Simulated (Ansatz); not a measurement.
# CH7AlOSi2: molecular dynamics

Purpose: to follow the molecule's vibrations and see whether its bonds hold. The start is relaxed first. Runs: 483 steps of 0.5 fs under a Langevin thermostat at 50 K. SMILES of the start: O=C[SiH2][SiH2][AlH2].

All numbers below are computed with Ansatz 0.2.0 (RKS PBE0/STO-3G).

### Step 1. The structure to begin with

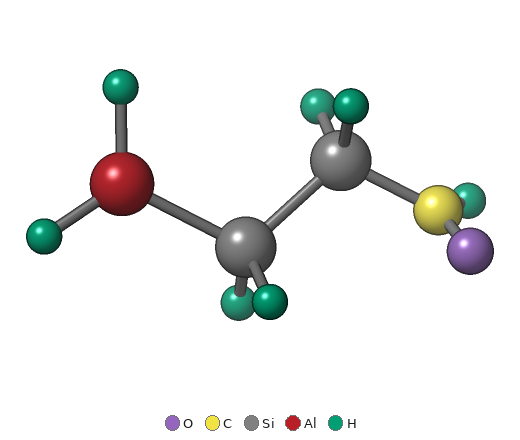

Start, viewed from a chosen angle; oxygen purple, carbon yellow, silicon grey, aluminium red, hydrogen teal.

As a file:

```xyz
12

O    -0.3918   -0.6365    3.0946
C    -0.1389   -1.3817    2.2020
Si    0.5919   -0.7650    0.6271
Si   -0.7141    0.6418   -0.3792
Al    0.2064    1.3996   -2.3873
H    -0.3106   -2.4242    2.3387
H     1.9035   -0.0568    0.9503
H     0.9454   -1.8864   -0.2542
H    -2.0344   -0.0601   -0.6454
H    -1.0712    1.7703    0.5343
H    -0.5940    2.4294   -3.2887
H     1.6849    0.9144   -2.7582
```

### Step 2. Preparing the start

Input file input.yaml:

```yaml
crystal:
  periodic: [false, false, false]
  atoms:
    - { symbol: O, position_ang: [-0.3918, -0.6365, 3.0946] }
    - { symbol: C, position_ang: [-0.1389, -1.3817, 2.202] }
    - { symbol: Si, position_ang: [0.5919, -0.765, 0.6271] }
    - { symbol: Si, position_ang: [-0.7141, 0.6418, -0.3792] }
    - { symbol: Al, position_ang: [0.2064, 1.3996, -2.3873] }
    - { symbol: H, position_ang: [-0.3106, -2.4242, 2.3387] }
    - { symbol: H, position_ang: [1.9035, -0.0568, 0.9503] }
    - { symbol: H, position_ang: [0.9454, -1.8864, -0.2542] }
    - { symbol: H, position_ang: [-2.0344, -0.0601, -0.6454] }
    - { symbol: H, position_ang: [-1.0712, 1.7703, 0.5343] }
    - { symbol: H, position_ang: [-0.594, 2.4294, -3.2887] }
    - { symbol: H, position_ang: [1.6849, 0.9144, -2.7582] }
basis:
  gaussian: { orbitals: STO-3G }
hamiltonian:
  xc: pbe0
relax:
  f_tol: 0.02
  max_steps: 40
```

Started as:

```console
$ ansatz run input.yaml --threads 1 --pin off --max-ram 2048MiB --backend cpu --events-out ev --progress --plain --runs-dir out
```

The program printed, cut to the lines that bear on the results:

```text
Warning: RAYON_NUM_THREADS=1 ignored (pool sized by the plan → 1); use --threads N
[...]
Functional definition: PBE0
[...]
583 factors; integrals over basis functions are off by at most 1.8e-5 eV
[...]
mean field -25232.76357801 eV, -927.2869581106 hartree, gradient 1.0e-5 eV, S^2 0.000000; 0 other end points of the search recorded, 0 dependent functions left out
[...]
reference -25232.76359658 eV, -927.2869587930 hartree; 31, 31 occupied and 13, 13 virtual orbitals, 583 factors
relax step   1: F+E_penalty+E_count = -25232.76357801 eV  Δ(F+E_penalty+E_count) = +0.000e0 eV  max|allowed force component| = 5.433e0 eV/Å  Δτ_max = 0.0000 Å  (23 SCF iters, accepted)
[...]
relax step   5: F+E_penalty+E_count = -25233.60062359 eV  Δ(F+E_penalty+E_count) = -1.508e-2 eV  max|allowed force component| = 3.159e-1 eV/Å  Δτ_max = 0.1462 Å  (27 SCF iters, accepted)
[...]
relax step   9: F+E_penalty+E_count = -25233.60614866 eV  Δ(F+E_penalty+E_count) = +3.123e-3 eV  max|allowed force component| = 4.805e-1 eV/Å  Δτ_max = 0.1024 Å  (27 SCF iters, rejected (line search))
[...]
relax step  13: F+E_penalty+E_count = -25233.60984273 eV  Δ(F+E_penalty+E_count) = -8.671e-5 eV  max|allowed force component| = 2.816e-2 eV/Å  Δτ_max = 0.0072 Å  (21 SCF iters, accepted)
[...]
relax step  15: F+E_penalty+E_count = -25233.60984807 eV  Δ(F+E_penalty+E_count) = +4.192e-5 eV  max|allowed force component| = 1.024e-1 eV/Å  Δτ_max = 0.0139 Å  (28 SCF iters, rejected (line search))
[...]
583 factors; integrals over basis functions are off by at most 1.2e-5 eV
[...]
mean field -25233.60997416 eV, -927.3180625954 hartree, gradient 8.7e-6 eV, S^2 0.000000; 1 other end points of the search recorded, 0 dependent functions left out
[...]
reference -25233.60999266 eV, -927.3180632751 hartree; 31, 31 occupied and 13, 13 virtual orbitals, 583 factors
Total energy: -25233.60999266 eV, -927.3180632751 hartree
Atom 0 at     0.049274    -0.941965     3.451824 Å, force    -0.000433    -0.002626     0.008240 eV/Å
Atom 1 at    -0.151844    -1.356786     2.289702 Å, force     0.005204     0.003202    -0.010491 eV/Å
Atom 2 at     0.685816    -0.714886     0.698599 Å, force    -0.006600     0.003147    -0.005712 eV/Å
Atom 3 at    -0.674184     0.611141    -0.504058 Å, force     0.002766    -0.003261     0.000307 eV/Å
Atom 4 at     0.177807     1.458340    -2.457114 Å, force     0.001604    -0.001711     0.002601 eV/Å
Atom 5 at    -0.902887    -2.183526     2.126320 Å, force    -0.002420    -0.001793     0.002989 eV/Å
Atom 6 at     1.904140    -0.034375     1.075143 Å, force     0.001663     0.001573     0.000944 eV/Å
Atom 7 at     1.066882    -1.886818    -0.059489 Å, force    -0.000514     0.000202     0.002822 eV/Å
Atom 8 at    -1.873952    -0.159607    -0.757087 Å, force     0.001325     0.001327    -0.000789 eV/Å
Atom 9 at    -1.109565     1.670843     0.380923 Å, force    -0.000755    -0.000536     0.000082 eV/Å
Atom 10 at    -0.630245     2.433597    -3.262830 Å, force    -0.000229     0.001168    -0.000483 eV/Å
Atom 11 at     1.535859     1.048842    -2.947934 Å, force    -0.001610    -0.000693    -0.000511 eV/Å
Dipole moment:    -0.012369     0.079469    -0.553969 e Å
```

Wall time 45 s (1 thread of Arm Neoverse V2, shared host); peak memory 0.15 GiB.

The steps of the relaxation:

| step | energy from step 1 (eV) | largest force component (eV/Å) |
| --- | --- | --- |
| 1 | 0.0000 | 5.4325 |
| 2 | -0.6254 | 2.4188 |
| 3 | -0.6256 | 3.6850 |
| 4 | -0.8220 | 0.6300 |
| 5 | -0.8370 | 0.3159 |
| 6 | -0.8375 | 0.4343 |
| 7 | -0.8447 | 0.0546 |
| 8 | -0.8457 | 0.0102 |
| 9x | -0.8426 | 0.4805 |
| 10 | -0.8459 | 0.0753 |
| 11 | -0.8461 | 0.0613 |
| 12 | -0.8462 | 0.0468 |
| 13 | -0.8463 | 0.0282 |
| 14 | -0.8463 | 0.0237 |
| 15x | -0.8463 | 0.1024 |
| 16 | -0.8464 | 0.0105 |

Step 1 is the start. 2 steps were tried and not accepted (marked x).

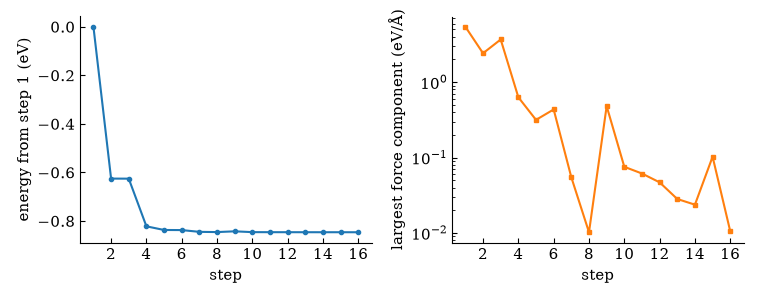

Energy and largest force along the relaxation.

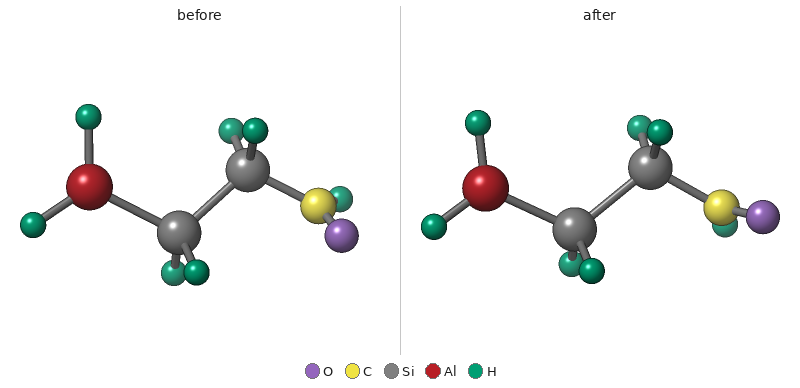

The structure before (left) and after (right), drawn at the same scale.

After: Bond lengths: O1–C2 1.250 Å, C2–Si3 1.909 Å, Si3–Si4 2.248 Å, Si4–Al5 2.293 Å, C2–H6 1.129 Å, Si3–H7 1.445 Å, Si3–H8 1.447 Å, Si4–H9 1.448 Å, Si4–H10 1.448 Å, Al5–H11 1.501 Å, Al5–H12 1.501 Å. Angles (14 of 18 angles, heavy atoms first): O1–C2–Si3 126.3°, C2–Si3–Si4 112.3°, Si3–Si4–Al5 116.7°, O1–C2–H6 119.0°, Si3–C2–H6 114.7°, C2–Si3–H7 108.1°, C2–Si3–H8 106.3°, Si4–Si3–H7 111.8°, Si4–Si3–H8 110.9°, Si3–Si4–H9 106.3°, Si3–Si4–H10 106.7°, Al5–Si4–H9 110.8°, Al5–Si4–H10 111.2°, Si4–Al5–H11 119.8°.

### Step 3. The run

483 steps of 0.5 fs under a Langevin thermostat at 50 K, from the relaxed start.

Input file input.yaml:

```yaml
crystal:
  periodic: [false, false, false]
  atoms:
    - { symbol: O, position_ang: [0.049274, -0.941965, 3.451824] }
    - { symbol: C, position_ang: [-0.151844, -1.356786, 2.289702] }
    - { symbol: Si, position_ang: [0.685816, -0.714886, 0.698599] }
    - { symbol: Si, position_ang: [-0.674184, 0.611141, -0.504058] }
    - { symbol: Al, position_ang: [0.177807, 1.45834, -2.457114] }
    - { symbol: H, position_ang: [-0.902887, -2.183526, 2.12632] }
    - { symbol: H, position_ang: [1.90414, -0.034375, 1.075143] }
    - { symbol: H, position_ang: [1.066882, -1.886818, -0.059489] }
    - { symbol: H, position_ang: [-1.873952, -0.159607, -0.757087] }
    - { symbol: H, position_ang: [-1.109565, 1.670843, 0.380923] }
    - { symbol: H, position_ang: [-0.630245, 2.433597, -3.26283] }
    - { symbol: H, position_ang: [1.535859, 1.048842, -2.947934] }
basis:
  gaussian: { orbitals: STO-3G }
hamiltonian:
  xc: pbe0
md:
  timestep: 0.5
  n_steps: 483
  ensemble: nvt_langevin
  temperature: 50.0
  initial_velocities: maxwell_boltzmann
  seed: 744885
  friction: 0.05
```

Started as:

```console
$ ansatz run input.yaml --threads 1 --pin off --max-ram 2048MiB --backend cpu --events-out ev --progress --plain --runs-dir out
```

The program printed, cut to the lines that bear on the results:

```text
Warning: RAYON_NUM_THREADS=1 ignored (pool sized by the plan → 1); use --threads N
[...]
[... 1 set-up line as earlier in the session ...]
[...]
581 factors; integrals over basis functions are off by at most 1.2e-5 eV
[...]
mean field -25233.60997097 eV, -927.3180624781 hartree, gradient 1.3e-5 eV, S^2 0.000000; 0 other end points of the search recorded, 0 dependent functions left out
[...]
reference -25233.60998941 eV, -927.3180631557 hartree; 31, 31 occupied and 13, 13 virtual orbitals, 581 factors
md step     0: t =     0.00 fs  T =    45.8 K  F+E_penalty+E_count = -25233.60997097 eV  E_kin = 0.071093 eV  (24 SCF iters)
[...]
md step    25: t =    12.50 fs  T =    30.9 K  F+E_penalty+E_count = -25233.58595426 eV  E_kin = 0.047885 eV  (22 SCF iters)
[...]
md step    50: t =    25.00 fs  T =    49.8 K  F+E_penalty+E_count = -25233.57719206 eV  E_kin = 0.077203 eV  (22 SCF iters)
[...]
md step    75: t =    37.50 fs  T =    43.2 K  F+E_penalty+E_count = -25233.55831523 eV  E_kin = 0.066948 eV  (22 SCF iters)
[...]
md step    98: t =    49.00 fs  T =    54.5 K  F+E_penalty+E_count = -25233.57104277 eV  E_kin = 0.084483 eV  (22 SCF iters)
md step    99: t =    49.50 fs  T =    55.8 K  F+E_penalty+E_count = -25233.57210245 eV  E_kin = 0.086626 eV  (22 SCF iters)
```

### Step 4. More of the same log: dynamics from the start

The log, continued, cut to the lines that bear on the results:

```text
md step   100: t =    50.00 fs  T =    49.2 K  F+E_penalty+E_count = -25233.57176512 eV  E_kin = 0.076387 eV  (22 SCF iters)
[...]
md step   132: t =    66.00 fs  T =    48.9 K  F+E_penalty+E_count = -25233.55029368 eV  E_kin = 0.075907 eV  (22 SCF iters)
[...]
md step   164: t =    82.00 fs  T =    62.3 K  F+E_penalty+E_count = -25233.54347839 eV  E_kin = 0.096671 eV  (21 SCF iters)
[...]
md step   196: t =    98.00 fs  T =    56.5 K  F+E_penalty+E_count = -25233.52006432 eV  E_kin = 0.087637 eV  (21 SCF iters)
[...]
md step   228: t =   114.00 fs  T =    46.3 K  F+E_penalty+E_count = -25233.52639527 eV  E_kin = 0.071797 eV  (21 SCF iters)
md step   229: t =   114.50 fs  T =    53.6 K  F+E_penalty+E_count = -25233.53249872 eV  E_kin = 0.083137 eV  (22 SCF iters)
md step   230: t =   115.00 fs  T =    54.0 K  F+E_penalty+E_count = -25233.53842326 eV  E_kin = 0.083741 eV  (21 SCF iters)
```

### Step 5. The output, continued: dynamics from the start

Output, continued, cut to the lines that bear on the results:

```text
md step   231: t =   115.50 fs  T =    65.4 K  F+E_penalty+E_count = -25233.54402973 eV  E_kin = 0.101433 eV  (21 SCF iters)
[...]
md step   256: t =   128.00 fs  T =    45.8 K  F+E_penalty+E_count = -25233.54062577 eV  E_kin = 0.071034 eV  (25 SCF iters)
[...]
md step   281: t =   140.50 fs  T =    62.5 K  F+E_penalty+E_count = -25233.56934557 eV  E_kin = 0.097010 eV  (21 SCF iters)
[...]
md step   306: t =   153.00 fs  T =    35.1 K  F+E_penalty+E_count = -25233.52253510 eV  E_kin = 0.054506 eV  (22 SCF iters)
[...]
md step   481: t =   240.50 fs  T =    49.4 K  F+E_penalty+E_count = -25233.55652751 eV  E_kin = 0.076697 eV  (22 SCF iters)
md step   482: t =   241.00 fs  T =    49.2 K  F+E_penalty+E_count = -25233.55725418 eV  E_kin = 0.076340 eV  (22 SCF iters)
[...]
Atom 2 at     0.733482    -0.678717     0.698669 Å, force    -0.505937     0.695374    -0.436640 eV/Å
Atom 3 at    -0.657200     0.667792    -0.482213 Å, force     0.027007     0.199925     0.499062 eV/Å
Atom 4 at     0.191430     1.539026    -2.423332 Å, force     0.495514    -0.635778    -0.163053 eV/Å
Atom 5 at    -0.767087    -2.274588     2.039000 Å, force    -0.055437     0.080774     0.132057 eV/Å
Atom 6 at     1.933671    -0.030333     1.115708 Å, force     0.416314     0.293601     0.116572 eV/Å
Atom 7 at     1.119594    -1.760746    -0.148228 Å, force     0.128748    -0.491063    -0.188565 eV/Å
Atom 8 at    -1.789894    -0.187454    -0.748157 Å, force    -0.130329    -0.005938    -0.116932 eV/Å
Atom 9 at    -1.192803     1.699954     0.407199 Å, force     0.202536    -0.327047    -0.193965 eV/Å
Atom 10 at    -0.219551     2.841458    -2.996698 Å, force    -0.234304     0.435918    -0.042992 eV/Å
Atom 11 at     1.234964     0.755949    -3.194477 Å, force    -0.214641     0.114043     0.194251 eV/Å
Dipole moment:    -0.026428     0.095018    -0.500990 e Å
```

Run time: 18 min. Hardware: 1 thread of Arm Neoverse V2, shared host; peak memory 0.11 GiB.

### Step 6. The trajectory

One step in 25; energies are changes from step 0:

| time (fs) | T (K) | potential energy change (meV/atom) |
| --- | --- | --- |
| 0.0 | 46 | 0.0 |
| 12.5 | 31 | 2.0 |
| 25.0 | 50 | 2.7 |
| 37.5 | 43 | 4.3 |
| 50.0 | 49 | 3.2 |
| 62.5 | 50 | 3.9 |
| 75.0 | 63 | 5.0 |
| 87.5 | 56 | 8.3 |
| 100.0 | 70 | 6.8 |
| 112.5 | 40 | 8.3 |
| 125.0 | 53 | 5.3 |
| 137.5 | 51 | 5.2 |
| 150.0 | 39 | 7.7 |
| 162.5 | 62 | 2.9 |
| 175.0 | 50 | 2.8 |
| 187.5 | 37 | 3.1 |
| 200.0 | 42 | 2.8 |
| 212.5 | 30 | 3.8 |
| 225.0 | 50 | 3.9 |
| 237.5 | 43 | 5.6 |
| 241.5 | 48 | 4.4 |

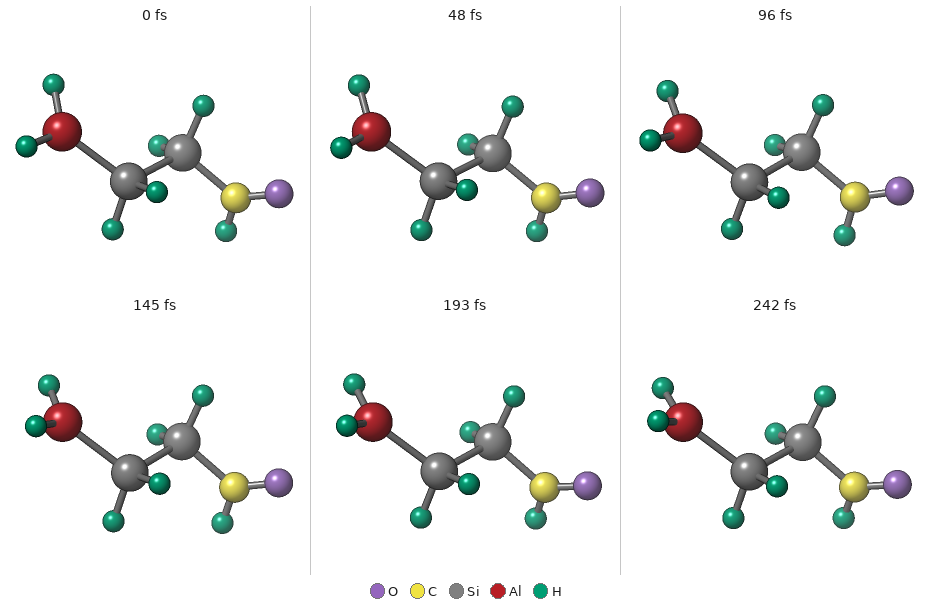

The system at six times, viewed from a chosen angle. Sticks join atoms within a bonding distance in each frame.

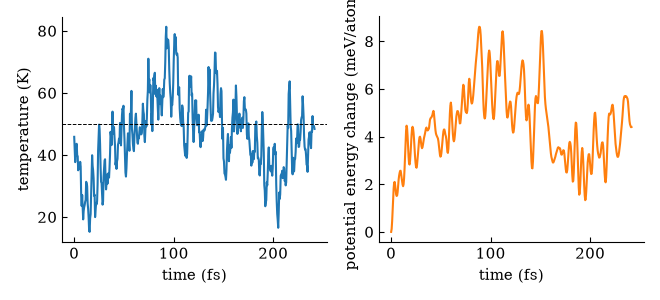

Time series of the run, each on its own scale. The dashed line is the set temperature.

### Step 7. Positions and forces

Positions (Å) and forces (eV/Å):

```xyz
12
time_fs=30.0 T=35 dE=0.0451
O     0.101   -0.929    3.446   -0.066   -0.233   -0.260
C    -0.140   -1.375    2.299   -0.276    0.182    0.088
Si    0.673   -0.701    0.693    0.329    0.161    0.685
Si   -0.680    0.630   -0.512    0.086   -0.434   -0.578
Al    0.190    1.463   -2.484    0.127   -0.264    0.093
H    -0.921   -2.198    2.184    0.341    0.230   -0.031
H     1.837    0.047    1.183   -0.327   -0.344   -0.361
H     1.130   -1.866   -0.037    0.035    0.127   -0.067
H    -1.879   -0.158   -0.763    0.132    0.160   -0.004
H    -1.112    1.690    0.346   -0.123    0.276    0.300
H    -0.593    2.435   -3.307   -0.120    0.118   -0.015
H     1.533    1.024   -3.012   -0.138    0.021    0.148
12
time_fs=60.5 T=46 dE=0.0630
O     0.099   -0.985    3.470    0.206    0.307    0.655
C    -0.139   -1.303    2.294    0.058   -0.051   -0.743
Si    0.677   -0.679    0.686    0.100   -0.560    0.025
Si   -0.650    0.633   -0.529   -0.619    0.824    0.620
Al    0.180    1.469   -2.475    0.134    0.283   -0.566
H    -0.912   -2.078    2.082   -0.413   -0.345    0.054
H     1.902   -0.004    1.011    0.269    0.017    0.018
H     0.984   -1.912   -0.040    0.038    0.410    0.170
H    -1.873   -0.107   -0.774    0.046    0.023    0.015
H    -1.068    1.754    0.356    0.253   -0.742   -0.556
H    -0.600    2.536   -3.203    0.038   -0.113    0.122
H     1.476    1.028   -3.108   -0.111   -0.053    0.186
12
time_fs=90.5 T=64 dE=0.0938
O     0.175   -1.001    3.437   -0.259   -0.235   -1.020
C    -0.121   -1.290    2.245    0.314    0.047    0.649
Si    0.721   -0.698    0.645    0.443    0.470   -0.527
Si   -0.665    0.652   -0.513    0.172   -0.318   -0.022
Al    0.175    1.480   -2.480    0.011   -0.331    0.846
H    -1.003   -1.950    2.022   -0.160   -0.117    0.298
H     1.956    0.009    0.965   -0.237   -0.290   -0.016
H     1.060   -1.824   -0.228   -0.072    0.164    0.525
H    -1.804   -0.173   -0.829   -0.187   -0.100   -0.006
H    -1.181    1.610    0.428   -0.059    0.282    0.029
H    -0.480    2.585   -3.179   -0.439    0.674   -0.464
H     1.415    0.894   -3.025    0.473   -0.247   -0.292
12
time_fs=121.0 T=53 dE=0.0584
O     0.195   -1.025    3.376    0.063    0.048    0.443
C    -0.120   -1.318    2.206    0.035    0.017    0.016
Si    0.741   -0.676    0.639   -0.462   -0.028    0.051
Si   -0.660    0.640   -0.490   -0.362    0.088    0.185
Al    0.185    1.467   -2.429   -0.073    0.612   -0.557
H    -1.007   -1.995    2.039    0.014   -0.033   -0.129
H     1.946    0.016    0.974    0.364    0.091    0.194
H     1.081   -1.843   -0.117    0.172   -0.297   -0.273
H    -1.855   -0.176   -0.712    0.200    0.372    0.106
H    -1.018    1.741    0.407   -0.081   -0.435   -0.236
H    -0.434    2.728   -3.024    0.231   -0.447    0.152
H     1.367    0.836   -3.115   -0.100    0.012    0.048
12
time_fs=151.0 T=34 dE=0.1011
O     0.113   -1.022    3.423   -0.145   -0.396   -0.941
C    -0.125   -1.377    2.235    0.382    0.812    0.623
Si    0.737   -0.662    0.653   -0.045   -0.656    0.086
Si   -0.694    0.659   -0.488    0.970    0.391   -0.193
Al    0.206    1.493   -2.461    0.272   -0.912    0.676
H    -0.964   -2.108    2.048    0.109   -0.064   -0.081
H     1.980    0.013    1.045   -0.474   -0.296   -0.167
H     1.068   -1.834   -0.178    0.007    0.564    0.418
H    -1.843   -0.152   -0.740   -0.472   -0.228   -0.024
H    -1.107    1.693    0.438   -0.124   -0.029   -0.084
H    -0.356    2.756   -2.997   -0.003    0.337   -0.364
H     1.360    0.702   -3.079   -0.477    0.477    0.050
12
time_fs=181.0 T=41 dE=0.0394
O     0.057   -1.002    3.417   -0.081   -0.016   -0.061
C    -0.108   -1.396    2.241    0.199   -0.076   -0.080
Si    0.741   -0.668    0.685   -1.110    0.221    0.109
Si   -0.654    0.653   -0.506    0.315    0.272    0.506
Al    0.193    1.527   -2.434    0.143   -0.408    0.081
H    -0.794   -2.273    2.045    0.002    0.110    0.021
H     1.899    0.039    1.123    0.495    0.201    0.067
H     1.125   -1.775   -0.131    0.303   -0.406   -0.191
H    -1.814   -0.123   -0.833   -0.281   -0.329   -0.041
H    -1.171    1.665    0.405    0.131   -0.116   -0.158
H    -0.432    2.755   -2.973   -0.105    0.460   -0.268
H     1.293    0.823   -3.177   -0.012    0.088    0.013
12
time_fs=211.5 T=32 dE=0.0440
O     0.041   -0.977    3.401   -0.103   -0.218   -0.591
C    -0.089   -1.419    2.228    0.390    0.605    0.954
Si    0.747   -0.682    0.688    0.166   -0.311   -0.339
Si   -0.639    0.640   -0.486   -0.052   -0.323    0.081
Al    0.202    1.525   -2.421   -0.640    0.404   -0.108
H    -0.728   -2.316    2.070   -0.310   -0.396   -0.200
H     1.886    0.081    1.154    0.024   -0.126   -0.069
H     1.229   -1.823   -0.096   -0.087    0.417    0.242
H    -1.842   -0.154   -0.715    0.203    0.229   -0.021
H    -1.022    1.655    0.460   -0.182    0.171    0.062
H    -0.348    2.815   -2.994    0.154   -0.212    0.210
H     1.205    0.776   -3.208    0.436   -0.241   -0.221
12
time_fs=241.5 T=48 dE=0.0528
O     0.078   -0.995    3.406    0.000    0.240    0.815
C    -0.090   -1.391    2.242   -0.129   -0.600   -0.614
Si    0.734   -0.679    0.699   -0.506    0.695   -0.437
Si   -0.657    0.668   -0.482    0.027    0.200    0.499
Al    0.191    1.539   -2.423    0.495   -0.636   -0.163
H    -0.767   -2.275    2.039   -0.055    0.081    0.132
H     1.934   -0.030    1.116    0.416    0.294    0.117
H     1.120   -1.761   -0.148    0.129   -0.491   -0.189
H    -1.790   -0.188   -0.748   -0.130   -0.006   -0.117
H    -1.193    1.700    0.407    0.203   -0.327   -0.194
H    -0.220    2.841   -2.997   -0.234    0.436   -0.043
H     1.235    0.756   -3.195   -0.215    0.114    0.194
```

### Step 8. What came out

```
                        quantity                       value
         relaxation of the start    13 moves, 0.846 eV lower
                          length         483 steps of 0.5 fs
temperature, first and last step                 46 and 48 K
        temperature, second half  mean 45 K, from 17 to 73 K
   potential energy, second half  +4 meV/atom from the start
          bonds formed or broken                           0
```

What this shows: Against a set 50 K the second half averages 45 K with a spread of 10 K. The bonding pattern survives the run. 242 fs on 12 atoms is far too short and small for converged averages. The nuclei move classically, without zero-point motion, which matters most for hydrogen. The basis is very small, so the numbers are rough.
